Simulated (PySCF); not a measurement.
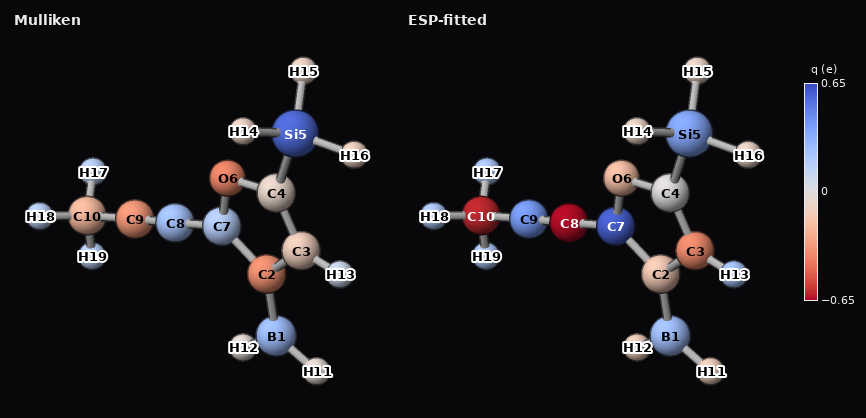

Atomic charges of one calculation by 2 schemes, on one colour scale. The computed structure is the end point of a GFN2-xTB optimisation. No frequency run is at hand to confirm it as a minimum. Method: PBE0/pcSseg-1 (PySCF 2.14.0).

> Which scheme gives the most polar picture (largest mean size of the charges)?

The ESP-fitted charges are the largest in size here.

> On which atom do the schemes disagree most?

On C8 (from −0.64 to 0.23 e).

List the charges (e), one line for each set of equivalent atoms.

```json
{"atom": "B1", "Mulliken": "0.25", "ESP-fitted": "0.24"}
{"atom": "C2", "Mulliken": "−0.34", "ESP-fitted": "−0.13"}
{"atom": "C3", "Mulliken": "−0.11", "ESP-fitted": "−0.37"}
{"atom": "C4", "Mulliken": "−0.06", "ESP-fitted": "−0.01"}
{"atom": "Si5", "Mulliken": "0.55", "ESP-fitted": "0.35"}
{"atom": "O6", "Mulliken": "−0.38", "ESP-fitted": "−0.19"}
{"atom": "C7", "Mulliken": "0.17", "ESP-fitted": "0.58"}
{"atom": "C8", "Mulliken": "0.23", "ESP-fitted": "−0.64"}
{"atom": "C9", "Mulliken": "−0.32", "ESP-fitted": "0.40"}
{"atom": "C10", "Mulliken": "−0.20", "ESP-fitted": "−0.60"}
{"atom": "H11", "Mulliken": "−0.04", "ESP-fitted": "−0.10"}
{"atom": "H12", "Mulliken": "−0.04", "ESP-fitted": "−0.11"}
{"atom": "H13", "Mulliken": "0.08", "ESP-fitted": "0.22"}
{"atom": "H14", "Mulliken": "−0.08", "ESP-fitted": "−0.07"}
{"atom": "H15", "Mulliken": "−0.08", "ESP-fitted": "−0.07"}
{"atom": "H16", "Mulliken": "−0.09", "ESP-fitted": "−0.07"}
{"atom": "H17", "Mulliken": "0.15", "ESP-fitted": "0.19"}
{"atom": "H18", "Mulliken": "0.15", "ESP-fitted": "0.19"}
{"atom": "H19", "Mulliken": "0.16", "ESP-fitted": "0.20"}
```

The geometry is semi-empirical. Around B, Si such bond lengths and angles can be off by a tenth of an ångström or more and by several degrees, and values that hang on the shape move with them.
